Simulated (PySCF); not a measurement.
**C5H4OSSi: density, localisation and related maps**

```tsv
atom	x (Å)	y (Å)	z (Å)
C	2.2587	0.5756	-1.1039
C	1.2336	0.7807	-0.5117
C	0.0306	0.9947	0.1842
C	-0.4405	2.1591	0.5284
S	-1.1599	3.4525	1.0059
Si	-0.9690	-0.5227	0.7645
C	-0.4703	-1.9300	-0.4513
O	-1.0413	-2.9887	-0.4619
H	3.1560	0.4151	-1.6219
H	-2.4035	-0.2651	0.6739
H	-0.5674	-0.9167	2.1175
H	0.3743	-1.7551	-1.1499
```

Geometry: GFN2-xTB.

Level of theory: CAM-B3LYP/def2-SVPD, SCF density, gas phase in PySCF.

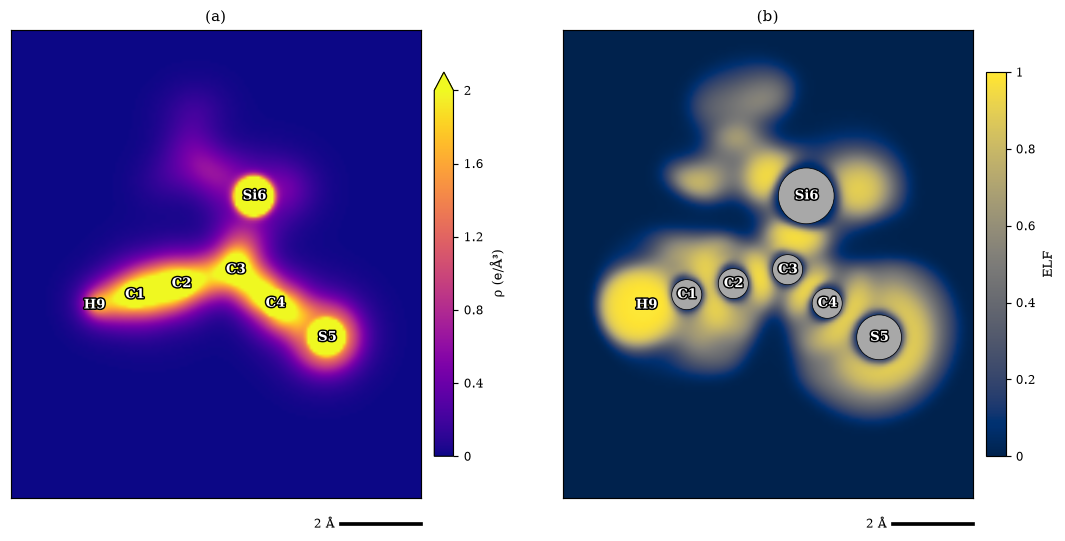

Figure 1. (a) total electron density; (b) ELF on the plane of atoms C4, C3 and Si6. Grey discs cover the atomic cores in the ELF map.

Question: Describe what can be read from this map.

Answer: The section cuts through C, S, Si and H sites. C–C (1.20 Å): the density is about 2.7 e/Å³ at the midpoint; the ELF peaks at about 0.85 between the atoms; a short, multiple covalent bond. C–S (1.56 Å): the density is about 1.8 e/Å³ at the midpoint; the ELF peaks at about 0.90 between the atoms; localised, covalent bonding. C–Si (1.91 Å): ρ is about 0.86 e/Å³ halfway; the ELF peaks at about 0.95 between the atoms: a shared electron pair. C–H (1.05 Å): ρ is about 2.1 e/Å³ halfway; the ELF climbs to about 1 towards the hydrogen, as it does in any bond to H; an ordinary covalent bond to hydrogen. C–C (1.30 Å): ρ is about 2.4 e/Å³ halfway; the ELF peaks at about 0.90 between the atoms (a multiple bond). The ELF also peaks beside S5, away from the bonds: lone-pair regions.

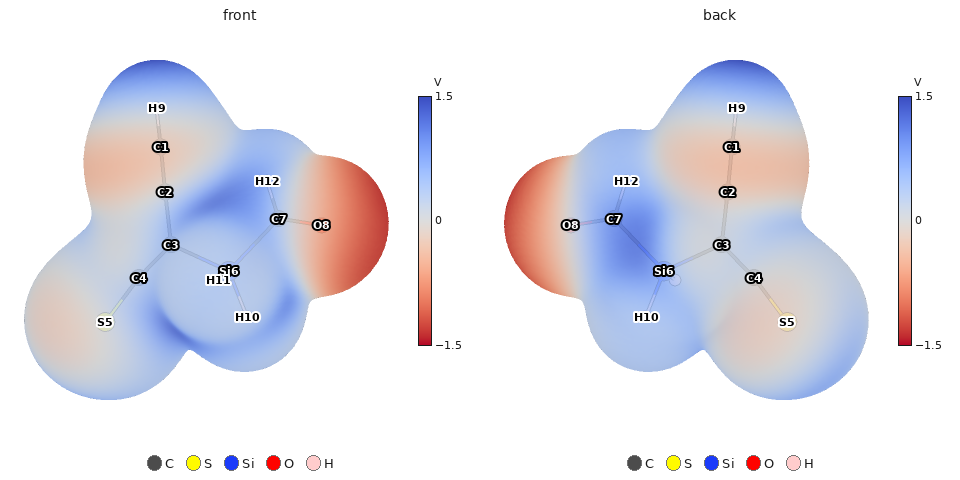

Figure 2. The electrostatic potential painted on the density surface at 0.001 e/bohr³, seen from the front and from behind; the colour scale runs from red (negative) to blue (positive).

Question: Describe the electrostatic potential map.

Answer: The most negative region (about −1.3 V) lies over O8, the most positive (about +1.3 V) over H9. O8 is the likeliest acceptor of a hydrogen bond.

Question: What dipole moment does the calculation give?

Answer: Its dipole moment is 1.89 D.
